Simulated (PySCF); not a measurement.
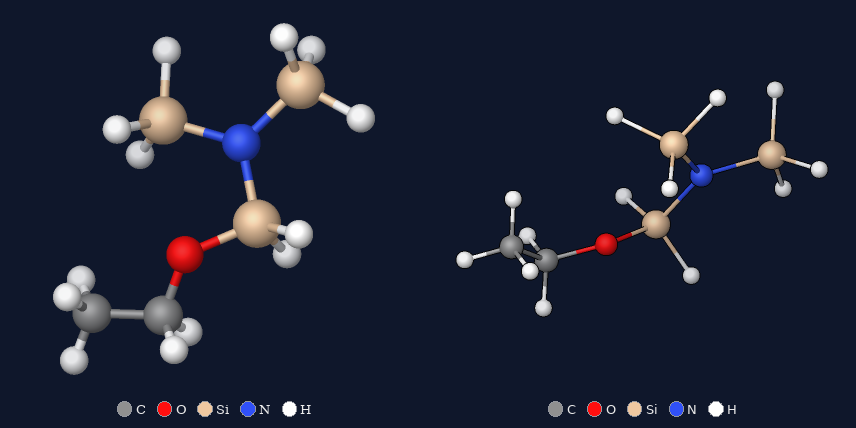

Both panels show the same species.

Describe the molecule.

It has 20 atoms: 2 carbon, 13 hydrogen, 1 nitrogen, 1 oxygen and 3 silicon (C2H13NOSi3). Its SMILES string is `CCO[SiH2]N([SiH3])[SiH3]`. It has no ring. Among its groups: Si–H bond, Si–O bond, Si–N bond. This geometry has C1 symmetry. Coordination: 2 C tetrahedral; 1 O bent; 3 Si tetrahedral; 1 N trigonal planar.

The parts below concern this one geometry. Atoms keep their numbers from picture to picture. Computed geometry: PBE0-D3(BJ)/def2-SVP optimisation. No frequency run is at hand to confirm it as a minimum.

Geometry

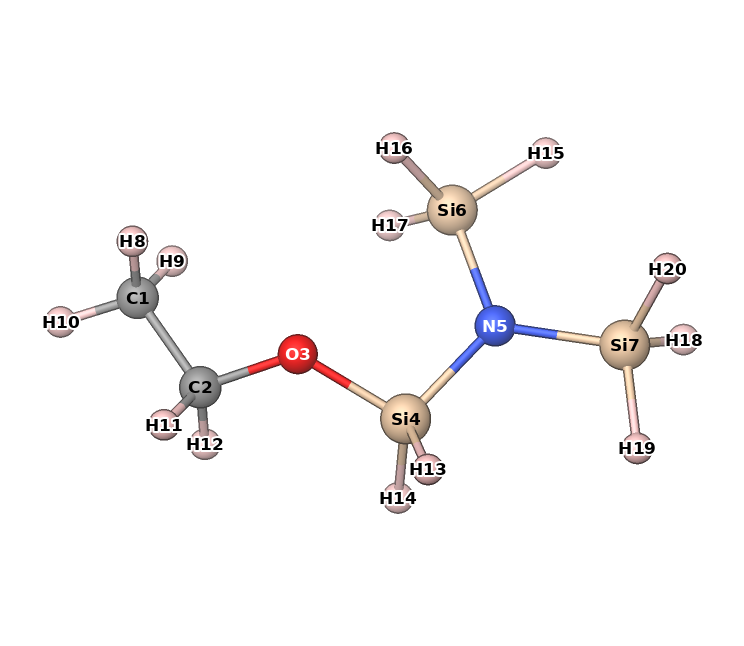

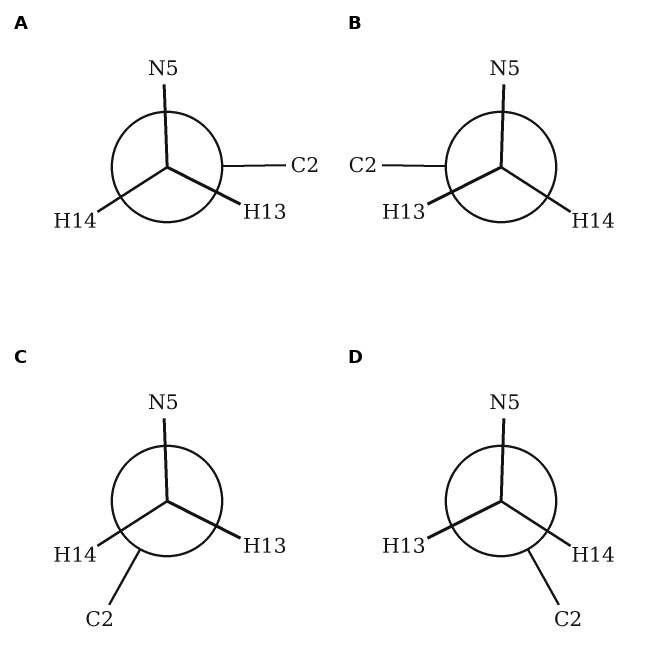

Distant atoms are faded towards the background colour. Bonds that would overlap in a projection are set slightly apart. No frequency run is at hand to confirm it as a minimum.

Which Newman projection shows the view along Si4–O3, with Si4 in front?

D. The torsion angle N5–Si4–O3–C2 is 149°, anticlinal.

Levels of theory compared

No frequency run is at hand to confirm it as a minimum. Program: PySCF 2.14.0.

At this fixed geometry, give HOMO energy (eV), HOMO–LUMO gap (eV), dipole (D) at these levels: CAM-B3LYP/def2-SVPD; CAM-B3LYP/def2-SVPD in acetone (IEF-PCM); PBE0/pcSseg-1; PBE0/pcSseg-1 in acetone (IEF-PCM); PBE0/pcSseg-1 in chloroform (IEF-PCM).

| level | HOMO energy (eV) | HOMO–LUMO gap (eV) | dipole (D) |
| --- | --- | --- | --- |
| CAM-B3LYP/def2-SVPD | −8.82 | 9.74 | 1.45 |
| CAM-B3LYP/def2-SVPD in acetone (IEF-PCM) | −8.78 | 9.78 | 1.83 |
| PBE0/pcSseg-1 | −7.52 | 7.66 | 1.49 |
| PBE0/pcSseg-1 in acetone (IEF-PCM) | −7.49 | 7.69 | 1.83 |
| PBE0/pcSseg-1 in chloroform (IEF-PCM) | −7.49 | 7.68 | 1.73 |

NMR shielding

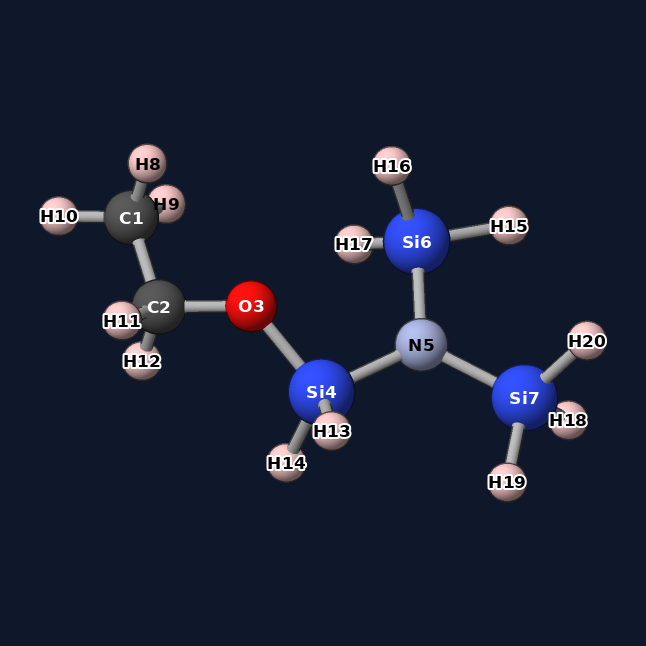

No frequency run is at hand to confirm it as a minimum. Method: GIAO PBE0/pcSseg-1 NMR shielding, non-relativistic, IEF-PCM chloroform (PySCF 2.14.0). Principal shieldings σ11 ≤ σ22 ≤ σ33, span Ω = σ33 − σ11, skew κ = 3(σiso − σ22)/Ω.

Give the shielding tensors of the O atoms.

```tsv
atom	σ11	σ22	σ33	σiso	Ω	κ
O3	244.8	289.9	314.7	283.1	69.9	−0.29
```

Shieldings and span in ppm.

Charges

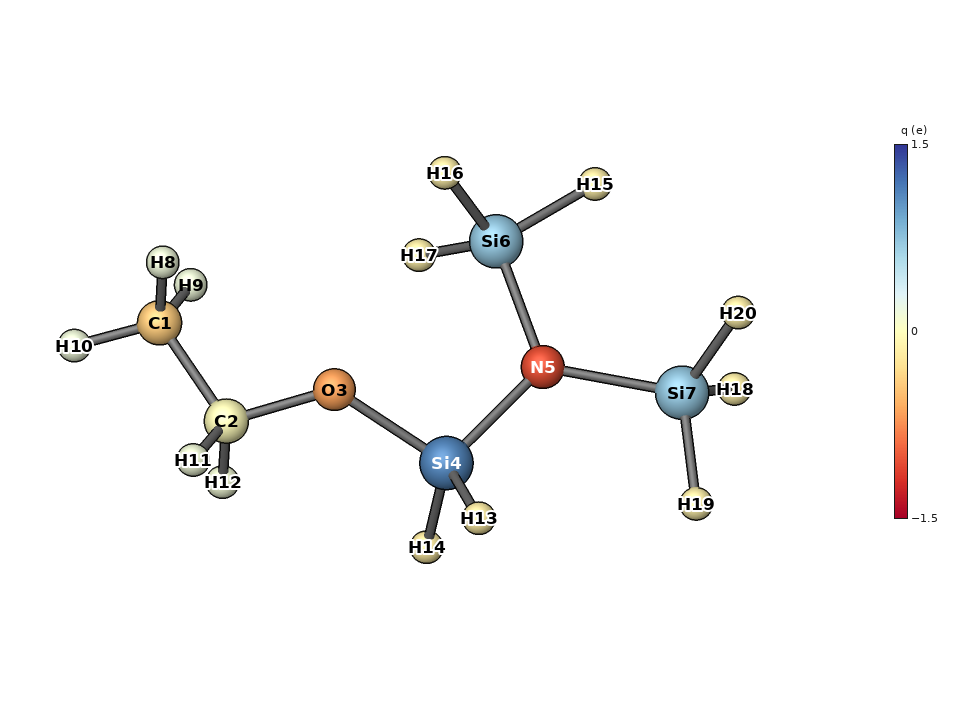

Atoms are coloured by their IAO charges. No frequency run is at hand to confirm it as a minimum. Method: PBE0/pcSseg-1 in acetone (IEF-PCM) (PySCF 2.14.0).

Give the IAO charges atom by atom.

| atom | value (e) |
| --- | --- |
| C1 | −0.42 |
| C2 | −0.03 |
| O3 | −0.65 |
| Si4 | 1.10 |
| N5 | −1.04 |
| Si6 | 0.73 |
| Si7 | 0.72 |
| H8 | 0.14 |
| H9 | 0.14 |
| H10 | 0.15 |
| H11 | 0.13 |
| H12 | 0.13 |
| H13 | −0.16 |
| H14 | −0.17 |
| H15 | −0.13 |
| H16 | −0.13 |
| H17 | −0.13 |
| H18 | −0.13 |
| H19 | −0.12 |
| H20 | −0.13 |

Excitation

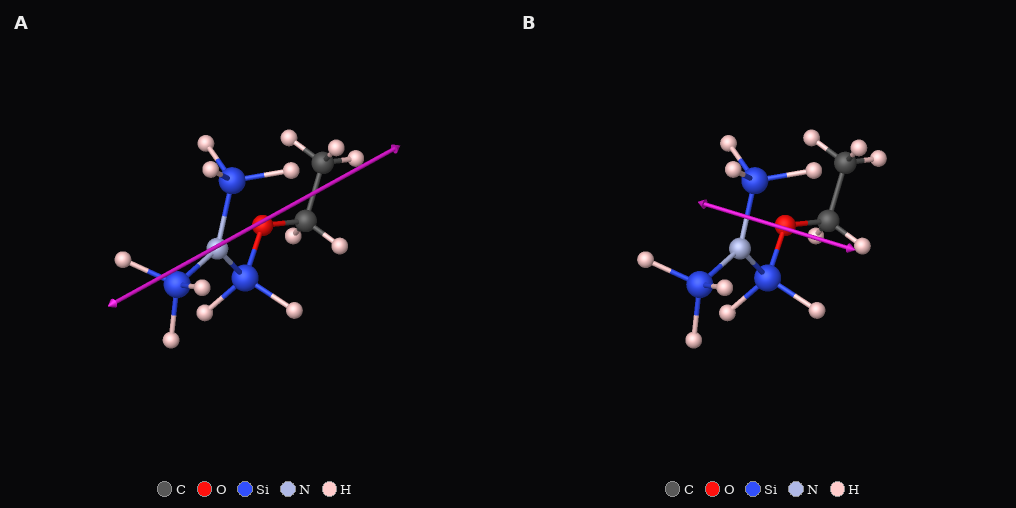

The double arrows show the directions of two transition dipoles from the ground state (lengths mean nothing). No frequency run is at hand to confirm it as a minimum. Properties computed with TDDFT CAM-B3LYP/def2-SVPD, vertical, gas phase, core orbitals frozen in the response (PySCF 2.14.0).

One belongs to singlet state 3 and one to singlet state 8. Which is which?

A: state 8, 7.92 eV (156 nm), oscillator strength 0.030, of mixed character, with the largest part HOMO−1 → LUMO (weight 0.23).
B: state 3, 7.36 eV (168 nm), oscillator strength 0.072, mainly HOMO → LUMO+2 (weight 0.51).
